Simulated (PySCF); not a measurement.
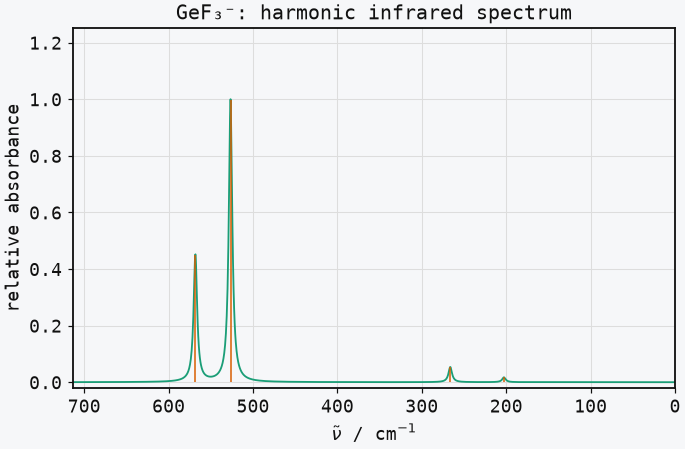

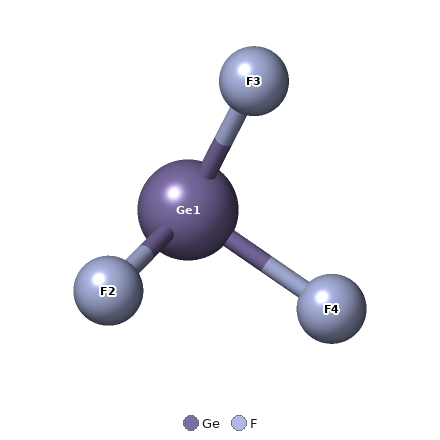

Infrared spectrum of GeF₃⁻, singlet (point group C3v). Unscaled harmonic wavenumbers and double-harmonic intensities, PBE0/def2-SVPD, PySCF 2.14.0, isolated molecule. The structure is the lowest point that the starts tried gave, with the shape that electron-pair counting expects. Degenerate modes count as one line, with their intensities summed. Lorentzian lines of 5 cm⁻¹ full width. Close modes add up in the curve.

### List the modes.

| cm⁻¹ | km/mol | symmetry |
| --- | --- | --- |
| 202.7 | 5.0 | e (×2) |
| 266.3 | 15.8 | a1 |
| 526.7 | 294.5 | e (×2) |
| 568.3 | 132.6 | a1 |

Caveats: no scalar relativity; double-zeta basis on some or all atoms.
